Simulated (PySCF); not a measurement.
Ga2(mu-F)2(Cl)4, Cl4F2Ga2, singlet, PBE0/def2-SVP optimised geometry. Atoms within 1.6 Å of the plane z = 0.0 Å (x, y, z in Å): Ga2 (-0.60, -0.18, 0.00), F3 (1.33, -0.18, 0.00), Cl7 (-1.33, 1.81, 0.00), Cl8 (-1.32, -1.81, -1.14).

Method: PySCF with PBE0/def2-TZVP. Cells within 0.4 Å of a nucleus heavier than hydrogen are left out (blank, or x).

Map of the HOMO−1 amplitude (bohr^(-3/2)) on the plane z = 0.0 Å; orbital energy -9.73 eV, overall sign arbitrary:

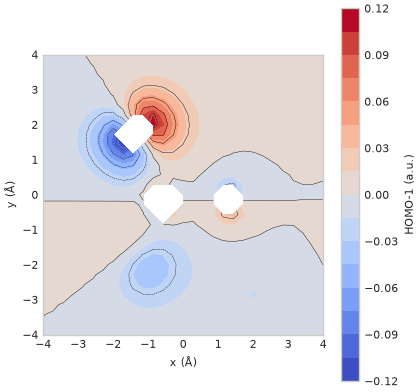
Figure. HOMO−1 amplitude (bohr^(-3/2)) on the plane z = 0.0 Å.
